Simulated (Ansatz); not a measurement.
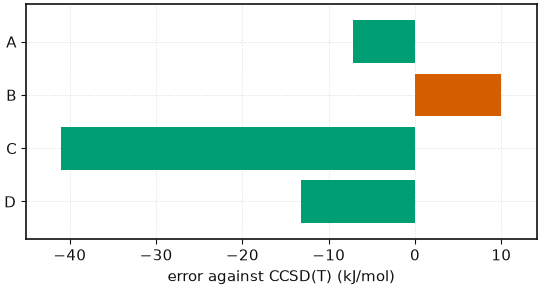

Error in the electronic atomisation energy (method less reference, so positive means overbinding) of CH₈OSi₂, SMILES C[SiH2][SiH2]O: functionals in def2-TZVPP against frozen-core CCSD(T) at the limit (MP2 extrapolated from triple and quadruple zeta, plus CCSD(T) less MP2 in a smaller set), which gives 4087.6 kJ/mol, at a PBE0-D4/def2-TZVP geometry (no frequency check), no zero-point or spin-orbit term, the Ansatz code 0.2.0. The reference leaves out core correlation, a term that grows with the number of heavy atoms. Limit means the basis limit.

The letters stand for CCSD limit, MP2 limit, PBE-D4 and ωB97M-V. Which is which?

Answer. A: ωB97M-V (−7.2 kJ/mol); B: MP2 limit (10.0 kJ/mol); C: CCSD limit (−41.0 kJ/mol); D: PBE-D4 (−13.2 kJ/mol).

Caveats, for all or some of the runs: one conformer of a flexible molecule.
